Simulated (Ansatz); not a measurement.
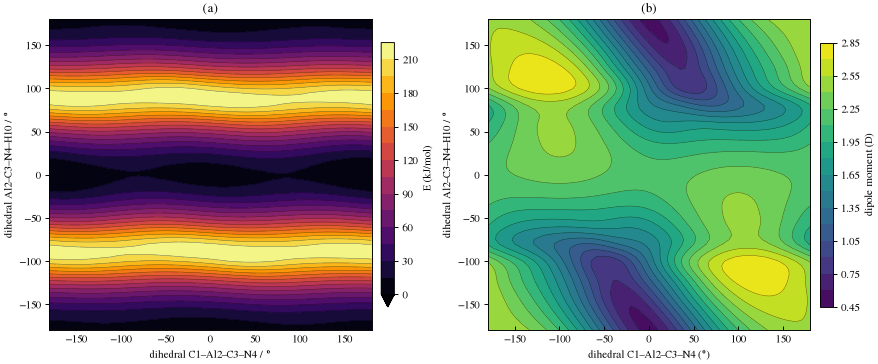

C2H6AlN, SMILES [CH3][AlH][CH]=N. 
- First axis: dihedral C1–Al2–C3–N4. Second axis: dihedral Al2–C3–N4–H10.
- Nothing is relaxed (all other coordinates rigid).
- Grid: 18 × 18 points.
- Energies: kJ/mol, counted from the lowest grid point.
- The dihedral twists a double bond; near 90° a spin-restricted reference is unreliable.
- Method: RKS PBE-D4/def2-SVP in Ansatz 0.2.0.

Panel (a) is the energy; panel (b) is the computed dipole moment, in D.

In the figure: filled contours. Between grid points the surface is interpolated.

### How does the dipole moment vary over the map, and what is it at the lowest grid point?

Leaving out the highest fifth of the energies, it runs from 0.55 D at dihedral C1–Al2–C3–N4 = 0°, dihedral Al2–C3–N4–H10 = −180° to 2.82 D at dihedral C1–Al2–C3–N4 = −120°, dihedral Al2–C3–N4–H10 = 120°. At the lowest grid point, dihedral C1–Al2–C3–N4 = −180°, dihedral Al2–C3–N4–H10 = 0°, it is 2.22 D.

| dihedral Al2–C3–N4–H10 ↓, dihedral C1–Al2–C3–N4 → | −180 | −140 | −100 | −60 | −20 | 20 | 60 | 100 | 140 |
| --- | --- | --- | --- | --- | --- | --- | --- | --- | --- |
| 160 | 2.54 | 2.58 | 2.33 | 1.74 | 0.97 | 0.59 | 1.20 | 1.88 | 2.31 |
| 120 | 2.50 | 2.78 | 2.76 | 2.31 | 1.55 | 0.87 | 0.93 | 1.58 | 2.08 |
| 80 | 1.93 | 2.36 | 2.47 | 2.21 | 1.74 | 1.43 | 1.20 | 1.31 | 1.58 |
| 40 | 2.08 | 2.32 | 2.43 | 2.30 | 2.05 | 1.91 | 1.95 | 1.95 | 1.96 |
| 0 | 2.22 | 2.27 | 2.31 | 2.27 | 2.17 | 2.17 | 2.27 | 2.31 | 2.27 |
| −40 | 2.08 | 1.96 | 1.95 | 1.95 | 1.91 | 2.05 | 2.30 | 2.43 | 2.32 |
| −80 | 1.93 | 1.58 | 1.31 | 1.20 | 1.43 | 1.74 | 2.21 | 2.47 | 2.36 |
| −120 | 2.50 | 2.08 | 1.58 | 0.92 | 0.88 | 1.55 | 2.31 | 2.76 | 2.78 |
| −160 | 2.53 | 2.31 | 1.88 | 1.20 | 0.59 | 0.97 | 1.74 | 2.34 | 2.58 |

The table holds every second grid line.
